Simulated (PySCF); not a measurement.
Geometry relaxation of SnF₄ (part 2 of 2)

SnF₄; BP86/def2-SVP, RKS, dispersion D3M(BJ), core potentials def2-svp (PySCF 2.14.0). The atoms were displaced at random from an optimised geometry.

Geometry of the input (Å):
```
Sn 0.0206  -0.0599  0.0919
F  -0.0785  -0.0279  1.9360
F  1.7934  0.0357  -0.6716
F  -0.8926  1.5589  -0.4676
F  -0.7546  -1.6422  -0.5935
```

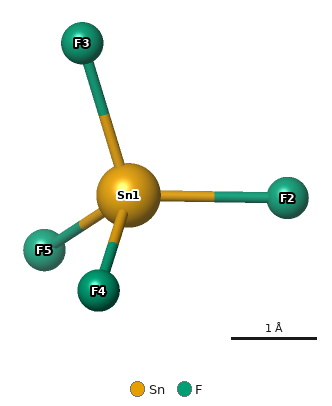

The geometry at step 10 of the log (ball-and-stick view, seen on its broad side; atoms are numbered from 1 in the order of the input).

The program's output, continued
```
Geometry optimization cycle 12
Cartesian coordinates (Angstrom)
 Atom        New coordinates             dX        dY        dZ
  Sn  -0.003286   0.014557   0.045903   -0.005427 -0.001196  0.001666
   F  -0.016941  -0.077041   1.970770   -0.003830 -0.007326  0.001414
   F   1.808178   0.221065  -0.578692   -0.005246  0.000280  0.002849
   F  -1.060745   1.517346  -0.534347   -0.009992 -0.002745  0.006857
   F  -0.747110  -1.605863  -0.684482   -0.001036 -0.003650  0.002574
converged SCF energy = -613.549846550345
--------------- DFRKS_Scanner gradients ---------------
         x                y                z
0 Sn    -0.0000382799    -0.0000149007     0.0002246995
1 F    -0.0000068687     0.0000587865    -0.0003559530
2 F     0.0000252775    -0.0000122823    -0.0000363210
3 F     0.0000261010    -0.0000086687     0.0000081699
4 F     0.0001610382     0.0000967014     0.0000680791
----------------------------------------------
cycle 12: E = -613.54984655  dE = -1.36859e-06  norm(grad) = 0.000474588
Step   11 : Displace = 2.044e-03/2.255e-03 (rms/max) Trust = 3.000e-01 (=) Grad = 2.122e-04/3.608e-04 (rms/max) E (change) = -613.5498465503 (-1.369e-06) Quality = 0.514
Hessian Eigenvalues: 5.51925e-03 1.41722e-02 4.25259e-02 ... 2.50039e-01 2.53296e-01 3.64841e-01

Geometry optimization cycle 13
Cartesian coordinates (Angstrom)
 Atom        New coordinates             dX        dY        dZ
  Sn  -0.009580   0.011704   0.048494   -0.006295 -0.002853  0.002591
   F  -0.021377  -0.085310   1.973568   -0.004437 -0.008269  0.002798
   F   1.802030   0.219153  -0.575454   -0.006148 -0.001911  0.003238
   F  -1.069457   1.514558  -0.527338   -0.008711 -0.002788  0.007008
   F  -0.752031  -1.609428  -0.682301   -0.004922 -0.003565  0.002181
converged SCF energy = -613.549846607463
--------------- DFRKS_Scanner gradients ---------------
         x                y                z
0 Sn    -0.0000226142     0.0001952364    -0.0000591518
1 F     0.0000013359    -0.0000105905    -0.0001455395
2 F     0.0000635979    -0.0000576098     0.0000065695
3 F    -0.0000227291     0.0000155094     0.0000375590
4 F     0.0001451023    -0.0000296840     0.0000885813
----------------------------------------------
cycle 13: E = -613.549846607  dE = -5.71173e-08  norm(grad) = 0.000320594
Step   12 : Displace = 1.220e-03/1.428e-03 (rms/max) Trust = 3.000e-01 (=) Grad = 1.434e-04/2.053e-04 (rms/max) E (change) = -613.5498466075 (-5.712e-08) Quality = 0.031
Hessian Eigenvalues: 3.44883e-03 8.60723e-03 4.02594e-02 ... 2.49959e-01 2.61118e-01 3.83093e-01

Geometry optimization cycle 14
Cartesian coordinates (Angstrom)
 Atom        New coordinates             dX        dY        dZ
  Sn  -0.010053   0.011040   0.048934   -0.000473 -0.000665  0.000441
   F  -0.021542  -0.085765   1.974234   -0.000165 -0.000454  0.000665
   F   1.801437   0.219095  -0.575102   -0.000593 -0.000058  0.000353
   F  -1.069527   1.514011  -0.527280   -0.000070 -0.000547  0.000059
   F  -0.753358  -1.609438  -0.682620   -0.001327 -0.000009 -0.000319
converged SCF energy = -613.549847001378
--------------- DFRKS_Scanner gradients ---------------
         x                y                z
0 Sn     0.0000008558     0.0001898214    -0.0001216300
1 F     0.0000055646    -0.0000012373    -0.0000388565
2 F     0.0000492303    -0.0000334818     0.0000040667
3 F    -0.0000088443     0.0000062945     0.0000246416
4 F     0.0001122415    -0.0000449370     0.0000533930
----------------------------------------------
cycle 14: E = -613.549847001  dE = -3.93915e-07  norm(grad) = 0.000272257
Step   13 : Displace = 5.600e-04/6.877e-04 (rms/max) Trust = 6.102e-04 (-) Grad = 1.218e-04/2.254e-04 (rms/max) E (change) = -613.5498470014 (-3.939e-07) Quality = 0.562
Hessian Eigenvalues: 3.07114e-03 7.59596e-03 4.09607e-02 ... 2.49955e-01 2.50099e-01 4.25094e-01

Geometry optimization cycle 15
Cartesian coordinates (Angstrom)
 Atom        New coordinates             dX        dY        dZ
  Sn  -0.010515   0.010206   0.049531   -0.000462 -0.000834  0.000596
   F  -0.021738  -0.086188   1.974940   -0.000196 -0.000424  0.000706
   F   1.800791   0.219008  -0.574786   -0.000647 -0.000087  0.000315
   F  -1.069491   1.513354  -0.527195    0.000036 -0.000657  0.000084
   F  -0.754752  -1.609466  -0.682907   -0.001394 -0.000029 -0.000286
converged SCF energy = -613.549847245414
--------------- DFRKS_Scanner gradients ---------------
         x                y                z
0 Sn     0.0000183247     0.0001364689    -0.0001144230
1 F     0.0000086522     0.0000158444     0.0000084604
2 F     0.0000398409    -0.0000026595    -0.0000066064
3 F     0.0000001565     0.0000087671     0.0000043961
4 F     0.0000858017    -0.0000372239     0.0000212245
----------------------------------------------
cycle 15: E = -613.549847245  dE = -2.44036e-07  norm(grad) = 0.000208283
Step   14 : Displace = 6.257e-04/7.425e-04 (rms/max) Trust = 6.102e-04 (=) Grad = 9.315e-05/1.790e-04 (rms/max) E (change) = -613.5498472454 (-2.440e-07) Quality = 0.323
Hessian Eigenvalues: 2.90610e-03 7.34875e-03 4.14220e-02 ... 2.50039e-01 2.50104e-01 4.35117e-01

Geometry optimization cycle 16
Cartesian coordinates (Angstrom)
 Atom        New coordinates             dX        dY        dZ
  Sn  -0.011645   0.008830   0.050570   -0.001130 -0.001375  0.001039
   F  -0.022377  -0.087517   1.976032   -0.000639 -0.001329  0.001092
   F   1.799512   0.218131  -0.573991   -0.001278 -0.000878  0.000795
   F  -1.069898   1.512380  -0.526478   -0.000407 -0.000974  0.000718
   F  -0.757245  -1.609785  -0.682819   -0.002493 -0.000319  0.000088
converged SCF energy = -613.549847324304
--------------- DFRKS_Scanner gradients ---------------
         x                y                z
0 Sn     0.0000320504     0.0000816429    -0.0000964602
1 F     0.0000140788     0.0000304145     0.0000368519
2 F     0.0000303975     0.0000269142    -0.0000132158
3 F     0.0000108835     0.0000091321    -0.0000157750
4 F     0.0000586332    -0.0000228244    -0.0000067536
----------------------------------------------
cycle 16: E = -613.549847324  dE = -7.88901e-08  norm(grad) = 0.000160489
Step   15 : Displace = 6.537e-04/7.845e-04 (rms/max) Trust = 6.102e-04 (=) Grad = 7.177e-05/1.304e-04 (rms/max) E (change) = -613.5498473243 (-7.889e-08) Quality = 0.077
Hessian Eigenvalues: 2.51358e-03 6.90659e-03 4.20464e-02 ... 2.50061e-01 2.50478e-01 4.42304e-01

Geometry optimization cycle 17
Cartesian coordinates (Angstrom)
 Atom        New coordinates             dX        dY        dZ
  Sn  -0.012709   0.007748   0.051422   -0.001064 -0.001083  0.000851
   F  -0.023078  -0.088834   1.976859   -0.000701 -0.001317  0.000827
   F   1.798397   0.217059  -0.573282   -0.001116 -0.001072  0.000709
   F  -1.070468   1.511663  -0.525613   -0.000570 -0.000716  0.000865
   F  -0.759219  -1.610209  -0.682456   -0.001975 -0.000424  0.000363
converged SCF energy = -613.549847349435
--------------- DFRKS_Scanner gradients ---------------
         x                y                z
0 Sn     0.0000351511     0.0000519215    -0.0000753038
1 F     0.0000174996     0.0000354287     0.0000325961
2 F     0.0000276144     0.0000388188    -0.0000151728
3 F     0.0000153027     0.0000104583    -0.0000254664
4 F     0.0000473156    -0.0000100559    -0.0000159902
----------------------------------------------
cycle 17: E = -613.549847349  dE = -2.51314e-08  norm(grad) = 0.000135327
Step   16 : Displace = 3.065e-04/3.655e-04 (rms/max) Trust = 3.051e-04 (-) Grad = 6.052e-05/9.799e-05 (rms/max) E (change) = -613.5498473494 (-2.513e-08) Quality = 0.032
Hessian Eigenvalues: 1.64041e-03 6.51935e-03 4.29710e-02 ... 2.50062e-01 2.52132e-01 4.08318e-01

Geometry optimization cycle 18
Cartesian coordinates (Angstrom)
 Atom        New coordinates             dX        dY        dZ
  Sn  -0.013701   0.006818   0.052177   -0.000991 -0.000930  0.000755
   F  -0.023791  -0.090060   1.977559   -0.000714 -0.001226  0.000700
   F   1.797384   0.215954  -0.572648   -0.001013 -0.001105  0.000634
   F  -1.071085   1.511057  -0.524730   -0.000618 -0.000606  0.000883
   F  -0.760873  -1.610674  -0.681996   -0.001653 -0.000464  0.000460
converged SCF energy = -613.549847358149
--------------- DFRKS_Scanner gradients ---------------
         x                y                z
0 Sn     0.0000348261     0.0000276656    -0.0000477325
1 F     0.0000196054     0.0000375271     0.0000112430
2 F     0.0000269149     0.0000435261    -0.0000161597
3 F     0.0000159484     0.0000139576    -0.0000315536
4 F     0.0000441309     0.0000039642    -0.0000172779
----------------------------------------------
cycle 18: E = -613.549847358  dE = -8.7141e-09  norm(grad) = 0.000112971
Step   17 : Displace = 1.576e-04/1.943e-04 (rms/max) Trust = 1.526e-04 (-) Grad = 5.052e-05/6.524e-05 (rms/max) E (change) = -613.5498473581 (-8.714e-09) Quality = 0.013
Hessian Eigenvalues: 9.83009e-04 6.60268e-03 4.36346e-02 ... 2.50067e-01 2.57219e-01 3.35162e-01

Geometry optimization cycle 19
Cartesian coordinates (Angstrom)
 Atom        New coordinates             dX        dY        dZ
  Sn  -0.014543   0.006079   0.052794   -0.000842 -0.000738  0.000617
   F  -0.024436  -0.091085   1.978125   -0.000644 -0.001025  0.000566
   F   1.796540   0.214960  -0.572125   -0.000844 -0.000994  0.000523
   F  -1.071663   1.510571  -0.523937   -0.000578 -0.000486  0.000793
   F  -0.762163  -1.611114  -0.681542   -0.001290 -0.000440  0.000454
converged SCF energy = -613.549847377334
--------------- DFRKS_Scanner gradients ---------------
         x                y                z
0 Sn     0.0000307943     0.0000241703    -0.0000312858
1 F     0.0000208219     0.0000368621    -0.0000056731
2 F     0.0000276802     0.0000432148    -0.0000162833
3 F     0.0000187948     0.0000115672    -0.0000323321
4 F     0.0000429130     0.0000102362    -0.0000168699
----------------------------------------------
cycle 19: E = -613.549847377  dE = -1.91845e-08  norm(grad) = 0.000104871
Step   18 : Displace = 6.877e-05/8.599e-05 (rms/max) Trust = 7.628e-05 (-) Grad = 4.690e-05/5.384e-05 (rms/max) E (change) = -613.5498473773 (-1.918e-08) Quality = 0.034
Poor-quality step dominated by net translation/rotation detected; will project out net forces and torques past this point.
Hessian Eigenvalues: 6.53620e-04 7.12959e-03 4.48763e-02 ... 2.49917e-01 2.50379e-01 3.14080e-01

Geometry optimization cycle 20
Cartesian coordinates (Angstrom)
 Atom        New coordinates             dX        dY        dZ
  Sn  -0.015220   0.005501   0.053283   -0.000677 -0.000578  0.000490
   F  -0.024980  -0.091889   1.978578   -0.000544 -0.000804  0.000454
   F   1.795865   0.214135  -0.571713   -0.000676 -0.000825  0.000412
   F  -1.072164   1.510193  -0.523278   -0.000501 -0.000379  0.000659
   F  -0.763132  -1.611499  -0.681146   -0.000969 -0.000386  0.000396
converged SCF energy = -613.549847401973
--------------- DFRKS_Scanner gradients ---------------
         x                y                z
0 Sn     0.0000308918     0.0000157810    -0.0000198417
1 F     0.0000213078     0.0000360410    -0.0000185372
2 F     0.0000275775     0.0000414116    -0.0000160858
3 F     0.0000168923     0.0000151526    -0.0000338259
4 F     0.0000444016     0.0000168991    -0.0000145815
----------------------------------------------
cycle 20: E = -613.549847402  dE = -2.46389e-08  norm(grad) = 0.000102746
Step   19 : Displace = 3.279e-05/4.374e-05 (rms/max) Trust = 3.438e-05 (-) Grad = 5.062e-06/9.741e-06 (rms/max) E (change) = -613.5498474020 (-2.464e-08) Quality = 0.054
Hessian Eigenvalues: 6.53620e-04 7.12959e-03 4.48763e-02 ... 2.49917e-01 2.50379e-01 3.14080e-01
Converged! =D

converged: True
Sn         -0.01521952        0.00550118        0.05328350
F          -0.02497953       -0.09188924        1.97857832
F           1.79586451        0.21413510       -0.57171288
F          -1.07216380        1.51019288       -0.52327830
F          -0.76313220       -1.61149929       -0.68114589
converged SCF energy = -613.549847401042
total energy: -613.54984740 hartree
```

Trajectory as extended XYZ (Å, eV, eV/Å), 20 frames, from step=0 to step=19
```
5
Properties=species:S:1:pos:R:3:forces:R:3 step=0 energy=-16695.39779
Sn    0.0206   -0.0599    0.0919    0.4545   1.2384  -2.3178
F    -0.0785   -0.0279    1.9360   -0.0109  -0.0705   2.4839
F     1.7934    0.0357   -0.6716   -0.0162  -0.0278   0.1622
F    -0.8926    1.5589   -0.4676    0.0622  -0.2706   0.0040
F    -0.7546   -1.6422   -0.5935   -0.4766  -0.8406  -0.3406
5
Properties=species:S:1:pos:R:3:forces:R:3 step=1 energy=-16695.50860
Sn    0.0251   -0.0319    0.0648   -0.1752  -0.2501   0.5114
F    -0.0572   -0.0291    2.0224    0.1100  -0.0687  -0.7239
F     1.8063    0.0512   -0.6676    0.0518  -0.0037   0.1054
F    -0.8951    1.5625   -0.5005   -0.0836   0.0124  -0.0609
F    -0.7774   -1.6586   -0.6322    0.1026   0.3366   0.1624
5
Properties=species:S:1:pos:R:3:forces:R:3 step=2 energy=-16695.52793
Sn    0.0241   -0.0247    0.0632   -0.0421   0.0353   0.1298
F    -0.0455   -0.0385    1.9982    0.0765  -0.0460  -0.2048
F     1.8139    0.0545   -0.6490    0.0395   0.0102   0.0849
F    -0.9076    1.5644   -0.5067   -0.0408  -0.0334  -0.0414
F    -0.7783   -1.6391   -0.6237   -0.0286   0.0579   0.0242
5
Properties=species:S:1:pos:R:3:forces:R:3 step=3 energy=-16695.53489
Sn    0.0239   -0.0100    0.0574    0.0170   0.0564  -0.1359
F    -0.0255   -0.0488    1.9789    0.0417  -0.0214   0.1348
F     1.8273    0.0704   -0.6201    0.0155   0.0227   0.0517
F    -0.9251    1.5656   -0.5213   -0.0249  -0.0248  -0.0330
F    -0.7859   -1.6185   -0.6254   -0.0491  -0.0141  -0.0260
5
Properties=species:S:1:pos:R:3:forces:R:3 step=4 energy=-16695.53820
Sn    0.0236    0.0032    0.0503    0.0237   0.0527  -0.1112
F    -0.0078   -0.0566    1.9713    0.0175  -0.0019   0.1446
F     1.8381    0.0928   -0.5948    0.0036   0.0274   0.0175
F    -0.9432    1.5644   -0.5388   -0.0060  -0.0272  -0.0156
F    -0.7919   -1.6002   -0.6353   -0.0425  -0.0383  -0.0440
5
Properties=species:S:1:pos:R:3:forces:R:3 step=5 energy=-16695.54006
Sn    0.0224    0.0150    0.0434    0.0166  -0.0210  -0.0096
F     0.0068   -0.0609    1.9680   -0.0047   0.0114   0.0437
F     1.8455    0.1258   -0.5731   -0.0079   0.0223  -0.0110
F    -0.9644    1.5580   -0.5568   -0.0077  -0.0009  -0.0052
F    -0.7948   -1.5851   -0.6531   -0.0025  -0.0066  -0.0246
5
Properties=species:S:1:pos:R:3:forces:R:3 step=6 energy=-16695.54057
Sn    0.0212    0.0164    0.0421    0.0009  -0.0219   0.0258
F     0.0077   -0.0604    1.9689   -0.0079   0.0091  -0.0111
F     1.8441    0.1434   -0.5714   -0.0076   0.0153  -0.0124
F    -0.9751    1.5525   -0.5606   -0.0047  -0.0041   0.0031
F    -0.7903   -1.5837   -0.6628    0.0116   0.0048  -0.0096
5
Properties=species:S:1:pos:R:3:forces:R:3 step=7 energy=-16695.54115
Sn    0.0172    0.0174    0.0410   -0.0124  -0.0159   0.0480
F     0.0042   -0.0590    1.9697   -0.0082  -0.0009  -0.0615
F     1.8363    0.1800   -0.5741   -0.0031  -0.0006  -0.0071
F    -0.9994    1.5394   -0.5622   -0.0104   0.0036   0.0096
F    -0.7758   -1.5855   -0.6803    0.0248   0.0122   0.0134
5
Properties=species:S:1:pos:R:3:forces:R:3 step=8 energy=-16695.54144
Sn    0.0130    0.0170    0.0414   -0.0175   0.0073   0.0265
F    -0.0010   -0.0598    1.9696   -0.0051  -0.0072  -0.0511
F     1.8286    0.2008   -0.5782   -0.0001  -0.0079  -0.0002
F    -1.0177    1.5312   -0.5581   -0.0062  -0.0034   0.0133
F    -0.7634   -1.5901   -0.6874    0.0198   0.0066   0.0176
5
Properties=species:S:1:pos:R:3:forces:R:3 step=9 energy=-16695.54170
Sn    0.0066    0.0163    0.0429   -0.0072   0.0210  -0.0112
F    -0.0090   -0.0641    1.9691   -0.0005  -0.0105  -0.0059
F     1.8183    0.2185   -0.5823    0.0017  -0.0091   0.0064
F    -1.0401    1.5227   -0.5483   -0.0057  -0.0017   0.0083
F    -0.7494   -1.5978   -0.6898    0.0034  -0.0063   0.0101
5
Properties=species:S:1:pos:R:3:forces:R:3 step=10 energy=-16695.54182
Sn    0.0021    0.0158    0.0442   -0.0023   0.0180  -0.0237
F    -0.0131   -0.0697    1.9694    0.0007  -0.0076   0.0177
F     1.8134    0.2208   -0.5815   -0.0009  -0.0041   0.0058
F    -1.0508    1.5201   -0.5412   -0.0010  -0.0046   0.0047
F    -0.7461   -1.6022   -0.6871   -0.0050  -0.0082   0.0018
5
Properties=species:S:1:pos:R:3:forces:R:3 step=11 energy=-16695.54186
Sn   -0.0033    0.0146    0.0459    0.0020   0.0008  -0.0116
F    -0.0169   -0.0770    1.9708    0.0004  -0.0030   0.0183
F     1.8082    0.2211   -0.5787   -0.0013   0.0006   0.0019
F    -1.0607    1.5173   -0.5343   -0.0013   0.0004  -0.0004
F    -0.7471   -1.6059   -0.6845   -0.0083  -0.0050  -0.0035
5
Properties=species:S:1:pos:R:3:forces:R:3 step=12 energy=-16695.54186
Sn   -0.0096    0.0117    0.0485    0.0012  -0.0100   0.0030
F    -0.0214   -0.0853    1.9736   -0.0001   0.0005   0.0075
F     1.8020    0.2192   -0.5755   -0.0033   0.0030  -0.0003
F    -1.0695    1.5146   -0.5273    0.0012  -0.0008  -0.0019
F    -0.7520   -1.6094   -0.6823   -0.0075   0.0015  -0.0046
5
Properties=species:S:1:pos:R:3:forces:R:3 step=13 energy=-16695.54187
Sn   -0.0101    0.0110    0.0489    0.0000  -0.0098   0.0063
F    -0.0215   -0.0858    1.9742   -0.0003   0.0001   0.0020
F     1.8014    0.2191   -0.5751   -0.0025   0.0017  -0.0002
F    -1.0695    1.5140   -0.5273    0.0005  -0.0003  -0.0013
F    -0.7534   -1.6094   -0.6826   -0.0058   0.0023  -0.0027
5
Properties=species:S:1:pos:R:3:forces:R:3 step=14 energy=-16695.54187
Sn   -0.0105    0.0102    0.0495   -0.0009  -0.0070   0.0059
F    -0.0217   -0.0862    1.9749   -0.0004  -0.0008  -0.0004
F     1.8008    0.2190   -0.5748   -0.0020   0.0001   0.0003
F    -1.0695    1.5134   -0.5272    0.0000  -0.0005  -0.0002
F    -0.7548   -1.6095   -0.6829   -0.0044   0.0019  -0.0011
5
Properties=species:S:1:pos:R:3:forces:R:3 step=15 energy=-16695.54188
Sn   -0.0116    0.0088    0.0506   -0.0016  -0.0042   0.0050
F    -0.0224   -0.0875    1.9760   -0.0007  -0.0016  -0.0019
F     1.7995    0.2181   -0.5740   -0.0016  -0.0014   0.0007
F    -1.0699    1.5124   -0.5265   -0.0006  -0.0005   0.0008
F    -0.7572   -1.6098   -0.6828   -0.0030   0.0012   0.0003
5
Properties=species:S:1:pos:R:3:forces:R:3 step=16 energy=-16695.54188
Sn   -0.0127    0.0077    0.0514   -0.0018  -0.0027   0.0039
F    -0.0231   -0.0888    1.9769   -0.0009  -0.0018  -0.0017
F     1.7984    0.2171   -0.5733   -0.0014  -0.0020   0.0008
F    -1.0705    1.5117   -0.5256   -0.0008  -0.0005   0.0013
F    -0.7592   -1.6102   -0.6825   -0.0024   0.0005   0.0008
5
Properties=species:S:1:pos:R:3:forces:R:3 step=17 energy=-16695.54188
Sn   -0.0137    0.0068    0.0522   -0.0018  -0.0014   0.0025
F    -0.0238   -0.0901    1.9776   -0.0010  -0.0019  -0.0006
F     1.7974    0.2160   -0.5726   -0.0014  -0.0022   0.0008
F    -1.0711    1.5111   -0.5247   -0.0008  -0.0007   0.0016
F    -0.7609   -1.6107   -0.6820   -0.0023  -0.0002   0.0009
5
Properties=species:S:1:pos:R:3:forces:R:3 step=18 energy=-16695.54188
Sn   -0.0145    0.0061    0.0528   -0.0016  -0.0012   0.0016
F    -0.0244   -0.0911    1.9781   -0.0011  -0.0019   0.0003
F     1.7965    0.2150   -0.5721   -0.0014  -0.0022   0.0008
F    -1.0717    1.5106   -0.5239   -0.0010  -0.0006   0.0017
F    -0.7622   -1.6111   -0.6815   -0.0022  -0.0005   0.0009
5
Properties=species:S:1:pos:R:3:forces:R:3 step=19 energy=-16695.54188
Sn   -0.0152    0.0055    0.0533   -0.0016  -0.0008   0.0010
F    -0.0250   -0.0919    1.9786   -0.0011  -0.0019   0.0010
F     1.7959    0.2141   -0.5717   -0.0014  -0.0021   0.0008
F    -1.0722    1.5102   -0.5233   -0.0009  -0.0008   0.0017
F    -0.7631   -1.6115   -0.6811   -0.0023  -0.0009   0.0008
```

Summary

| quantity | value |
| --- | --- |
| outcome | converged |
| total energy | −613.549847 hartree |
| dispersion energy | −0.002707 hartree |
| basis functions | 82 |
| HOMO | −9.81 eV |
| LUMO | −5.00 eV |
| dipole moment | 0.02 D |
| hardware | 1 thread of Arm Neoverse V2, 24 GiB of memory available, shared host |
| wall time | 2.3 min |
| peak memory | 0.77 GiB |
